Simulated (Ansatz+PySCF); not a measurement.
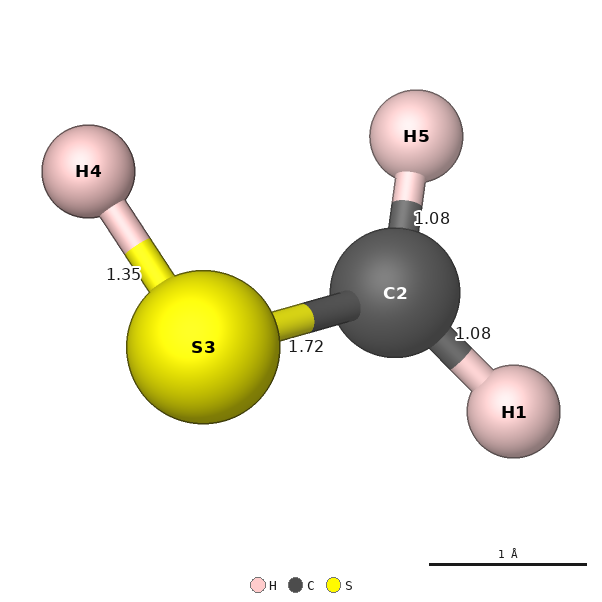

State: neutral, doublet. Geometry: a fixed input geometry, not necessarily a minimum. Basis: cc-pVTZ on H, C; cc-pV(T+d)Z on S. Computed at fixed atoms with Ansatz. R, U and RO name restricted, unrestricted and restricted open-shell orbitals; core potentials come with def2 and Stuttgart sets past Kr, some runs use density fitting (about 1 meV), and each entry rests on the lowest determinant that the runs found.

```xyz
5
charge 0, multiplicity 2
H     1.6786   -0.9105    0.0008
C     1.1393    0.0237   -0.0316
S    -0.5730   -0.0883    0.0089
H    -0.8486    1.2280   -0.0921
H     1.6424    0.9630    0.1360
```

Give total energies (hartree), correlation energies and ⟨S²⟩ of the determinant for RO-CCSD(T) (6 frozen); RO-MP2 (6 frozen); U-MP2 (6 frozen).

```tsv
method	energy (Eh)	correlation (mEh)	⟨S²⟩
U-MP2 (6 frozen)	-437.4599	-328.5	0.77
RO-MP2 (6 frozen)	-437.4610	-335.6	0.75
RO-CCSD(T) (6 frozen)	-437.5097	-384.3	0.75
```
